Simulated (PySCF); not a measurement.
# C₃H₇NOSi: NMR shifts at several levels of theory, part 2 of 2

PySCF 2.14.0. Atoms count from 0. Earlier steps stand in the parts before.

## 8. Nuclear shieldings: PBE0/cc-pVTZ

Job settings and geometry (Å):

```
{"job": {"kind": "nmr", "xc": "PBE0", "basis": "cc-pVTZ", "pop": true}, "charge": 0, "multiplicity": 1}
O     -2.554132     0.344131     1.369156
C     -1.395801     0.267213     1.073745
C     -0.866022     0.289363    -0.345337
C     -0.144970    -1.005363    -0.648802
N      1.069620    -1.276353    -0.441745
Si     2.413132    -0.355400     0.188169
H     -0.599417     0.160036     1.856887
H     -1.713808     0.444294    -1.027063
H     -0.162645     1.135521    -0.422233
H     -0.801387    -1.801025    -1.054741
H      2.839131    -1.017369     1.454207
H      2.131556     1.091740     0.483850
H      3.511721    -0.428502    -0.815479
```

Method: GIAO PBE0/cc-pVTZ NMR shielding, non-relativistic, gas phase.

The log of the run:

```text
coarse grid: 11376 points
cycle   1  E = -537.5164794168  dE =  6.407e-01  |g| = 8.405e-01  |ddm| = 6.846e+00
cycle   2  E = -537.0007225798  dE =  5.158e-01  |g| = 1.824e+00  |ddm| = 3.205e+00
cycle   3  E = -537.6554370284  dE = -6.547e-01  |g| = 1.293e-01  |ddm| = 2.277e+00
cycle   4  E = -537.6580721930  dE = -2.635e-03  |g| = 8.077e-02  |ddm| = 3.080e-01
cycle   5  E = -537.6593254335  dE = -1.253e-03  |g| = 2.796e-02  |ddm| = 1.238e-01
cycle   6  E = -537.6594835193  dE = -1.581e-04  |g| = 7.594e-03  |ddm| = 4.041e-02
cycle   7  E = -537.6594954609  dE = -1.194e-05  |g| = 1.643e-03  |ddm| = 1.055e-02
cycle   8  E = -537.6594960292  dE = -5.683e-07  |g| = 6.514e-04  |ddm| = 3.355e-03
final grid: 105360 points
cycle   9  E = -537.6560533601  dE = -4.729e-05  |g| = 1.087e-02  |ddm| = 9.622e-02
cycle  10  E = -537.6559912030  dE =  6.216e-05  |g| = 2.124e-02  |ddm| = 3.655e-02
cycle  11  E = -537.6560751797  dE = -8.398e-05  |g| = 1.748e-03  |ddm| = 2.408e-02
cycle  12  E = -537.6560757719  dE = -5.922e-07  |g| = 3.242e-04  |ddm| = 2.885e-03
cycle  13  E = -537.6560757867  dE = -1.482e-08  |g| = 2.207e-04  |ddm| = 6.812e-04
cycle  14  E = -537.6560757972  dE = -1.049e-08  |g| = 4.182e-05  |ddm| = 2.970e-04
cycle  15  E = -537.6560757976  dE = -3.972e-10  |g| = 1.483e-05  |ddm| = 6.983e-05
converged SCF energy = -537.6560757976

GIAO shielding tensors (ppm)
atom      isotropic    diamagn.    paramagn.     s11        s22        s33       span
  0 O     -357.786     395.763    -753.548   -970.450   -435.825    332.918   1303.368
  1 C       -5.718     243.540    -249.258    -95.335    -13.990     92.171    187.505
  2 C      128.475     251.927    -123.452     87.692    139.184    158.550     70.858
  3 C       13.742     251.580    -237.838    -84.196      3.161    122.262    206.457
  4 N     -123.802     323.673    -447.474   -500.310   -140.825    269.731    770.041
  5 Si     421.767     885.959    -464.192    390.920    401.754    472.625     81.704
  6 H       21.803      30.441      -8.638     19.747     21.456     24.205      4.457
  7 H       27.827      32.078      -4.251     26.931     27.266     29.284      2.353
  8 H       27.440      32.932      -5.493     24.586     28.107     29.626      5.040
  9 H       22.557      29.124      -6.567     19.796     22.923     24.952      5.156
 10 H       26.183      29.134      -2.951     24.184     24.575     29.790      5.605
 11 H       25.795      30.857      -5.062     22.680     25.190     29.515      6.836
 12 H       26.209      28.463      -2.253     23.980     24.640     30.007      6.027
```

Wall time 41 s (1 thread of Arm Neoverse V1, shared host); peak memory 0.97 GiB.

This run: δ C1 193.0, C3 173.5, C2 58.8, O0 692.6, H6 9.49, H9 8.73 ppm.

## 9. Shielding tensors: PBE0/aug-cc-pVDZ

Same as in step 8 but for these lines:

```diff
@@ -1,2 +1,2 @@
-{"job": {"kind": "nmr", "xc": "PBE0", "basis": "cc-pVTZ", "pop": true}, "charge": 0, "multiplicity": 1}
+{"job": {"kind": "nmr", "xc": "PBE0", "basis": "aug-cc-pVDZ", "pop": true}, "charge": 0, "multiplicity": 1}
 O     -2.554132     0.344131     1.369156
```

Method: GIAO PBE0/aug-cc-pVDZ NMR shielding, non-relativistic, gas phase.

The log of the run:

```text
coarse grid: 11376 points
cycle   1  E = -537.4367340488  dE =  6.799e-01  |g| = 7.978e-01  |ddm| = 8.135e+00
cycle   2  E = -536.9383642000  dE =  4.984e-01  |g| = 1.754e+00  |ddm| = 3.036e+00
cycle   3  E = -537.5701268533  dE = -6.318e-01  |g| = 1.156e-01  |ddm| = 2.076e+00
cycle   4  E = -537.5722973010  dE = -2.170e-03  |g| = 7.365e-02  |ddm| = 3.401e-01
cycle   5  E = -537.5733913394  dE = -1.094e-03  |g| = 2.655e-02  |ddm| = 1.391e-01
cycle   6  E = -537.5735474827  dE = -1.561e-04  |g| = 5.949e-03  |ddm| = 4.681e-02
cycle   7  E = -537.5735550595  dE = -7.577e-06  |g| = 1.492e-03  |ddm| = 1.074e-02
final grid: 105360 points
cycle   8  E = -537.5862558123  dE = -1.674e-05  |g| = 1.139e-02  |ddm| = 1.849e-01
cycle   9  E = -537.5861807369  dE =  7.508e-05  |g| = 2.248e-02  |ddm| = 4.745e-02
cycle  10  E = -537.5862829670  dE = -1.022e-04  |g| = 1.878e-03  |ddm| = 2.782e-02
cycle  11  E = -537.5862837747  dE = -8.077e-07  |g| = 2.327e-04  |ddm| = 3.652e-03
cycle  12  E = -537.5862837826  dE = -7.841e-09  |g| = 1.768e-04  |ddm| = 7.450e-04
cycle  13  E = -537.5862837893  dE = -6.701e-09  |g| = 4.699e-05  |ddm| = 3.232e-04
cycle  14  E = -537.5862837898  dE = -5.446e-10  |g| = 1.276e-05  |ddm| = 1.092e-04
converged SCF energy = -537.5862837898

GIAO shielding tensors (ppm)
atom      isotropic    diamagn.    paramagn.     s11        s22        s33       span
  0 O     -309.937     399.576    -709.513   -893.939   -378.526    342.653   1236.591
  1 C        5.972     227.737    -221.764    -79.826     -6.166    103.908    183.734
  2 C      137.670     231.553     -93.883     98.363    147.967    166.681     68.318
  3 C       27.045     241.208    -214.163    -66.681     15.937    131.880    198.561
  4 N      -98.783     287.367    -386.150   -453.261   -114.424    271.336    724.597
  5 Si     477.887     893.225    -415.338    448.690    458.807    526.164     77.474
  6 H       21.662      27.720      -6.058     19.710     21.338     23.939      4.230
  7 H       27.745      31.850      -4.105     26.839     27.180     29.215      2.376
  8 H       27.369      32.129      -4.760     24.514     27.957     29.636      5.122
  9 H       22.475      33.377     -10.902     19.777     22.892     24.755      4.978
 10 H       26.158      28.336      -2.178     23.959     24.539     29.975      6.017
 11 H       25.779      30.846      -5.068     22.602     25.060     29.674      7.072
 12 H       26.167      27.416      -1.249     23.712     24.605     30.184      6.472
```

It took 30 s on 1 thread of Arm Neoverse V1, shared host; peak memory 0.91 GiB.

In short: δ C1 189.1, C3 168.1, C2 57.4, O0 645.8, H6 9.73, H9 8.92 ppm.

## 10. NMR shieldings: PBE0/IGLO-III

Same as in step 9 but for these lines:

```diff
@@ -1,2 +1,2 @@
-{"job": {"kind": "nmr", "xc": "PBE0", "basis": "aug-cc-pVDZ", "pop": true}, "charge": 0, "multiplicity": 1}
+{"job": {"kind": "nmr", "xc": "PBE0", "basis": "IGLO-III", "pop": true}, "charge": 0, "multiplicity": 1}
 O     -2.554132     0.344131     1.369156
```

Method: GIAO PBE0/IGLO-III NMR shielding, non-relativistic, gas phase.

The log of the run:

```text
coarse grid: 11376 points
cycle   1  E = -537.5207318054  dE =  6.261e-01  |g| = 8.506e-01  |ddm| = 2.483e+00
cycle   2  E = -536.9866269394  dE =  5.341e-01  |g| = 1.852e+00  |ddm| = 1.635e+00
cycle   3  E = -537.6607644924  dE = -6.741e-01  |g| = 1.327e-01  |ddm| = 1.280e+00
cycle   4  E = -537.6632846112  dE = -2.520e-03  |g| = 8.535e-02  |ddm| = 1.261e-01
cycle   5  E = -537.6646628254  dE = -1.378e-03  |g| = 2.966e-02  |ddm| = 5.680e-02
cycle   6  E = -537.6648372280  dE = -1.744e-04  |g| = 8.025e-03  |ddm| = 1.805e-02
cycle   7  E = -537.6648506685  dE = -1.344e-05  |g| = 1.619e-03  |ddm| = 4.684e-03
cycle   8  E = -537.6648512013  dE = -5.329e-07  |g| = 6.818e-04  |ddm| = 1.529e-03
final grid: 105360 points
cycle   9  E = -537.6688527910  dE = -7.676e-05  |g| = 1.012e-02  |ddm| = 6.992e-02
cycle  10  E = -537.6688018291  dE =  5.096e-05  |g| = 1.930e-02  |ddm| = 1.353e-02
cycle  11  E = -537.6688711280  dE = -6.930e-05  |g| = 1.884e-03  |ddm| = 8.774e-03
cycle  12  E = -537.6688717746  dE = -6.467e-07  |g| = 4.220e-04  |ddm| = 1.357e-03
cycle  13  E = -537.6688718045  dE = -2.985e-08  |g| = 2.361e-04  |ddm| = 3.920e-04
cycle  14  E = -537.6688718161  dE = -1.160e-08  |g| = 5.247e-05  |ddm| = 1.395e-04
cycle  15  E = -537.6688718167  dE = -6.131e-10  |g| = 1.581e-05  |ddm| = 3.207e-05
converged SCF energy = -537.6688718167

GIAO shielding tensors (ppm)
atom      isotropic    diamagn.    paramagn.     s11        s22        s33       span
  0 O     -369.432     392.647    -762.079   -995.994   -447.117    334.816   1330.809
  1 C      -15.832     251.642    -267.474   -106.853    -27.474     86.832    193.685
  2 C      122.777     257.135    -134.359     80.500    133.612    154.218     73.718
  3 C        5.196     252.564    -247.368    -94.769     -6.930    117.287    212.057
  4 N     -137.652     315.606    -453.258   -519.479   -156.981    263.503    782.981
  5 Si     416.317     889.161    -472.844    387.153    398.370    463.428     76.275
  6 H       21.755      30.067      -8.312     19.755     21.475     24.034      4.279
  7 H       27.824      31.127      -3.303     26.978     27.220     29.275      2.297
  8 H       27.427      33.801      -6.374     24.577     28.122     29.582      5.005
  9 H       22.591      29.001      -6.410     19.809     23.033     24.930      5.122
 10 H       26.127      28.726      -2.599     24.190     24.579     29.612      5.422
 11 H       25.743      30.307      -4.565     22.672     25.161     29.395      6.724
 12 H       26.155      28.299      -2.144     23.944     24.669     29.850      5.905
```

It took 42 s on 1 thread of Arm Neoverse V1, shared host; peak memory 1 GiB.

Key values: δ C1 199.6, C3 178.6, C2 61.0, O0 696.6, H6 9.62, H9 8.78 ppm.

## 11. NMR shieldings: PBE0/pcSseg-0

Same as in step 10 but for these lines:

```diff
@@ -1,2 +1,2 @@
-{"job": {"kind": "nmr", "xc": "PBE0", "basis": "IGLO-III", "pop": true}, "charge": 0, "multiplicity": 1}
+{"job": {"kind": "nmr", "xc": "PBE0", "basis": "pcSseg-0", "pop": true}, "charge": 0, "multiplicity": 1}
 O     -2.554132     0.344131     1.369156
```

Method: GIAO PBE0/pcSseg-0 NMR shielding, non-relativistic, gas phase.

The log of the run:

```text
coarse grid: 11376 points
cycle   1  E = -536.4612039030  dE =  6.680e-01  |g| = 8.049e-01  |ddm| = 3.654e+00
cycle   2  E = -535.9267936947  dE =  5.344e-01  |g| = 1.821e+00  |ddm| = 3.375e+00
cycle   3  E = -536.6054102853  dE = -6.786e-01  |g| = 9.523e-02  |ddm| = 2.533e+00
cycle   4  E = -536.6065594426  dE = -1.149e-03  |g| = 7.297e-02  |ddm| = 1.827e-01
cycle   5  E = -536.6075463941  dE = -9.870e-04  |g| = 2.546e-02  |ddm| = 9.026e-02
cycle   6  E = -536.6076918000  dE = -1.454e-04  |g| = 5.930e-03  |ddm| = 2.984e-02
cycle   7  E = -536.6076988624  dE = -7.062e-06  |g| = 1.437e-03  |ddm| = 6.797e-03
final grid: 105360 points
cycle   8  E = -536.6091201071  dE = -1.467e-05  |g| = 7.402e-03  |ddm| = 2.311e-02
cycle   9  E = -536.6090894100  dE =  3.070e-05  |g| = 1.461e-02  |ddm| = 2.226e-02
cycle  10  E = -536.6091311737  dE = -4.176e-05  |g| = 1.179e-03  |ddm| = 1.535e-02
cycle  11  E = -536.6091314793  dE = -3.056e-07  |g| = 1.543e-04  |ddm| = 1.415e-03
cycle  12  E = -536.6091314823  dE = -3.055e-09  |g| = 1.186e-04  |ddm| = 3.041e-04
cycle  13  E = -536.6091314853  dE = -2.976e-09  |g| = 2.668e-05  |ddm| = 1.349e-04
cycle  14  E = -536.6091314855  dE = -1.777e-10  |g| = 5.388e-06  |ddm| = 3.872e-05
converged SCF energy = -536.6091314855

GIAO shielding tensors (ppm)
atom      isotropic    diamagn.    paramagn.     s11        s22        s33       span
  0 O     -467.125     392.728    -859.853  -1240.534   -525.788    364.946   1605.480
  1 C      -12.454     251.606    -264.060   -110.324    -23.278     96.239    206.564
  2 C      132.180     254.124    -121.945     80.943    144.077    171.519     90.576
  3 C       15.647     250.169    -234.522    -85.699      2.426    130.214    215.913
  4 N     -157.783     339.727    -497.510   -643.074   -134.347    304.072    947.146
  5 Si     447.395     879.234    -431.839    401.486    418.634    522.066    120.580
  6 H       22.776      27.617      -4.841     21.336     21.855     25.138      3.803
  7 H       29.178      32.145      -2.968     27.187     28.610     31.735      4.548
  8 H       28.702      30.775      -2.073     25.823     28.633     31.649      5.827
  9 H       23.692      28.218      -4.526     21.125     23.420     26.531      5.406
 10 H       27.260      28.443      -1.182     23.935     26.245     31.601      7.666
 11 H       27.028      28.765      -1.737     23.137     26.164     31.784      8.647
 12 H       27.209      28.441      -1.232     23.545     26.257     31.825      8.279
```

Wall time 6.3 s (1 thread of Arm Neoverse V1, shared host); peak memory 0.45 GiB.

This run: δ C1 206.0, C3 177.9, C2 61.3, O0 805.0, H6 10.06, H9 9.14 ppm.

## 12. NMR shieldings: PBE0/pcSseg-2

Same as in step 11 but for these lines:

```diff
@@ -1,2 +1,2 @@
-{"job": {"kind": "nmr", "xc": "PBE0", "basis": "pcSseg-0", "pop": true}, "charge": 0, "multiplicity": 1}
+{"job": {"kind": "nmr", "xc": "PBE0", "basis": "pcSseg-2", "pop": true}, "charge": 0, "multiplicity": 1}
 O     -2.554132     0.344131     1.369156
```

With the program's defaults for keys left out, this is: GIAO PBE0/pcSseg-2 NMR shielding, non-relativistic, gas phase.

The log of the run:

```text
coarse grid: 11376 points
cycle   1  E = -537.5204013441  dE =  6.309e-01  |g| = 8.435e-01  |ddm| = 2.529e+00
cycle   2  E = -536.9956098197  dE =  5.248e-01  |g| = 1.827e+00  |ddm| = 1.907e+00
cycle   3  E = -537.6604499938  dE = -6.648e-01  |g| = 1.314e-01  |ddm| = 1.463e+00
cycle   4  E = -537.6631481219  dE = -2.698e-03  |g| = 8.084e-02  |ddm| = 1.571e-01
cycle   5  E = -537.6644104258  dE = -1.262e-03  |g| = 2.870e-02  |ddm| = 6.811e-02
cycle   6  E = -537.6645775120  dE = -1.671e-04  |g| = 7.713e-03  |ddm| = 2.185e-02
cycle   7  E = -537.6645898790  dE = -1.237e-05  |g| = 1.670e-03  |ddm| = 5.987e-03
cycle   8  E = -537.6645904458  dE = -5.668e-07  |g| = 6.927e-04  |ddm| = 1.848e-03
final grid: 105360 points
cycle   9  E = -537.6696501141  dE = -6.344e-05  |g| = 9.927e-03  |ddm| = 4.885e-02
cycle  10  E = -537.6695981393  dE =  5.197e-05  |g| = 1.931e-02  |ddm| = 1.624e-02
cycle  11  E = -537.6696690564  dE = -7.092e-05  |g| = 1.715e-03  |ddm| = 1.075e-02
cycle  12  E = -537.6696696450  dE = -5.886e-07  |g| = 3.147e-04  |ddm| = 1.596e-03
cycle  13  E = -537.6696696574  dE = -1.245e-08  |g| = 2.176e-04  |ddm| = 3.953e-04
cycle  14  E = -537.6696696674  dE = -9.913e-09  |g| = 4.737e-05  |ddm| = 1.599e-04
cycle  15  E = -537.6696696678  dE = -4.711e-10  |g| = 1.371e-05  |ddm| = 3.806e-05
converged SCF energy = -537.6696696678

GIAO shielding tensors (ppm)
atom      isotropic    diamagn.    paramagn.     s11        s22        s33       span
  0 O     -373.012     390.415    -763.427   -998.680   -453.910    333.554   1332.234
  1 C      -16.663     250.515    -267.178   -108.527    -27.969     86.507    195.034
  2 C      122.830     249.797    -126.967     80.537    133.443    154.510     73.973
  3 C        4.176     251.293    -247.117    -96.632     -8.232    117.393    214.025
  4 N     -139.893     324.759    -464.652   -525.643   -158.731    264.694    790.336
  5 Si     410.559     878.642    -468.082    380.887    391.758    459.033     78.146
  6 H       21.724      30.789      -9.065     19.630     21.392     24.150      4.519
  7 H       27.764      30.706      -2.941     26.881     27.112     29.300      2.419
  8 H       27.423      32.964      -5.541     24.509     28.194     29.566      5.058
  9 H       22.511      28.960      -6.450     19.657     22.942     24.934      5.278
 10 H       26.120      28.892      -2.772     24.165     24.550     29.645      5.481
 11 H       25.762      30.231      -4.470     22.661     25.241     29.384      6.723
 12 H       26.156      28.426      -2.270     23.959     24.635     29.873      5.914
```

It took 58 s on 1 thread of Arm Neoverse V1, shared host; peak memory 1.4 GiB.

This run: δ C1 200.8, C3 179.9, C2 61.3, O0 701.2, H6 9.52, H9 8.73 ppm.

## 13. Run by run: NMR shifts

Shifts (ppm) of some atoms, chosen among heavy atoms and hydrogens apart, with basis size and wall time:

| run | C1 | C3 | H6 | H9 | O0 | N4 | Si5 | functions | time |
| --- | --- | --- | --- | --- | --- | --- | --- | --- | --- |
| PBE0/6-31G* | 180.2 | 160.6 | 9.43 | 8.62 | 637.2 | 348.5 | -37.5 | 102 | 9.7 s |
| PBE0/6-311+G(2d,p) | 193.7 | 173.2 | 9.63 | 8.80 | 677.2 | 385.4 | -68.1 | 212 | 25 s |
| PBE0/def2-SVP | 185.4 | 165.3 | 9.01 | 8.37 | 679.1 | 374.4 | -70.4 | 123 | 11 s |
| PBE0/def2-TZVP | 194.8 | 175.2 | 9.57 | 8.76 | 691.5 | 393.2 | -69.5 | 234 | 30 s |
| PBE0/cc-pVDZ | 185.9 | 166.6 | 9.28 | 8.65 | 677.9 | 372.9 | -60.7 | 123 | 12 s |
| PBE0/cc-pVTZ | 193.0 | 173.5 | 9.49 | 8.73 | 692.6 | 390.6 | -61.8 | 282 | 41 s |
| PBE0/aug-cc-pVDZ | 189.1 | 168.1 | 9.73 | 8.92 | 645.8 | 368.6 | -61.2 | 205 | 30 s |
| PBE0/IGLO-III | 199.6 | 178.6 | 9.62 | 8.78 | 696.6 | 398.2 | -71.0 | 289 | 42 s |
| PBE0/pcSseg-0 | 206.0 | 177.9 | 10.06 | 9.14 | 805.0 | 423.8 | -98.9 | 72 | 6.3 s |
| PBE0/pcSseg-2 | 200.8 | 179.9 | 9.52 | 8.73 | 701.2 | 401.6 | -69.3 | 321 | 58 s |

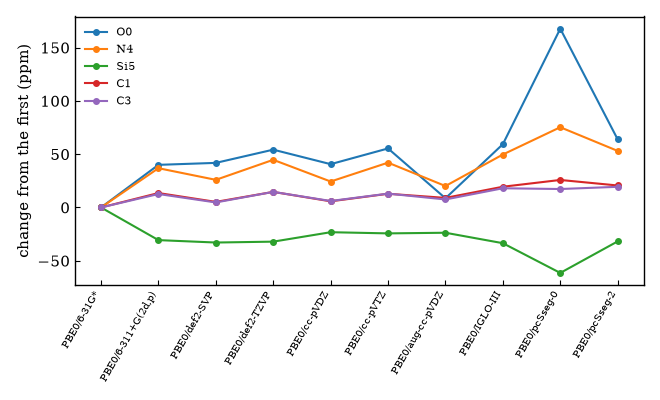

How five of the tabulated atoms move from run to run.

## 14. Summary of results

The summary covers parts 1 to 2.

```
                                                            quantity                       value
                                                         point group                          C1
                                rotational constants (main isotopes)        6.90, 1.31, 1.19 GHz
                                13C shifts against TMS (PBE0/6-31G*)      180.2, 160.6, 54.6 ppm
1H shifts against TMS (PBE0/6-31G*, means over atoms taken as alike)  9.43, 8.62, 5.32, 3.34 ppm
                                17O shifts against H2O (PBE0/6-31G*)                   637.2 ppm
                                15N shifts against NH3 (PBE0/6-31G*)                   348.5 ppm
                               29Si shifts against TMS (PBE0/6-31G*)                   -37.5 ppm
                                            range of the shift of O0          637.2 to 805.0 ppm
```

Single values in the summary come from the first sound run of each kind (PBE0/6-31G*), which need not be the best level. The start of the PBE0/def2-SVP relaxation was shaken at random by about 0.01 Å, so part of the energy gained, and of the first lengths quoted, undoes that. The optimisation took 11 steps and gained 0.267 eV; among the close pairs (by a distance rule), C3–N4 changed most, from 1.209 to 1.262 Å. At PBE0/6-31G*: The largest span, 1252 ppm, is at O0, where the paramagnetic term is -705 ppm. Across the 10 runs the shift of O0 moves most, between 637.2 (PBE0/6-31G*) and 805.0 ppm (PBE0/pcSseg-0).
